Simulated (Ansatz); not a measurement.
## Abstraction of Cl: CHClF2 + MgH → CHF2 + MgHCl

Species: CHClF2 (difluorochloromethane) `FC(F)Cl`, singlet; MgH, doublet; CHF2 (difluoromethyl radical) `F[CH]F`, doublet; MgHCl `[MgH][Cl]`, singlet. A radical takes Cl: the energy is the difference in strength between the C–Cl bond broken and the Mg–Cl bond made.

Shapes, held fixed at every level: PBE0-D4/def2-TZVP. Programs: Ansatz 0.2.0. The zero-point and thermal change to 298 K, harmonic and unscaled (PBE0-D4/def2-TZVP), is -2.4 kJ/mol.

```csv
level,kind,ΔH(298 K) (kJ/mol),less CCSD(T)/def2-TZVPP
MP2/def2-SVP,perturbation theory,-116.4,-3.7
r2SCAN0-D4/def2-TZVPP,global hybrid,-124.4,-11.7
wB97M-V/def2-TZVPP,range-separated hybrid,-118.0,-5.3
CCSD(T)/def2-SVP,coupled cluster or CI,-119.5,-6.8
CCSD/def2-SVP,coupled cluster or CI,-124.6,-11.9
CCSD/def2-TZVPP,coupled cluster or CI,-119.2,-6.5
CCSD(T)/def2-TZVPP,coupled cluster or CI,-112.7,0.0
```

The highest level, CCSD(T)/def2-TZVPP, gives ΔH(298 K) = -112.7 kJ/mol; the levels span -124.6 to -112.7. The column of differences is taken from that level and isn't an error. No measured value is set beside it here. Open shells run unrestricted. Outer-core shells of Mg are correlated, in sets that cover them unevenly. CCSD(T)/def2-TZVPP lies outside the range of all other levels here, so it shouldn't be taken on trust.

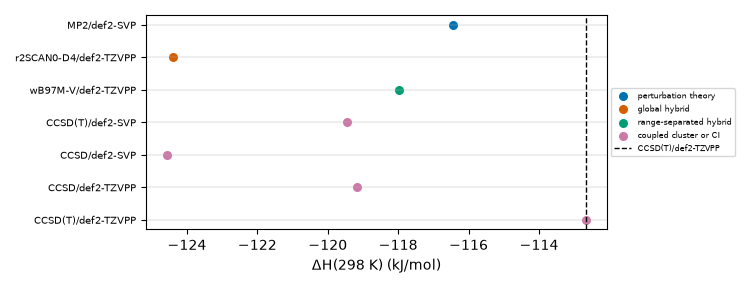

The values of the table, level by level.
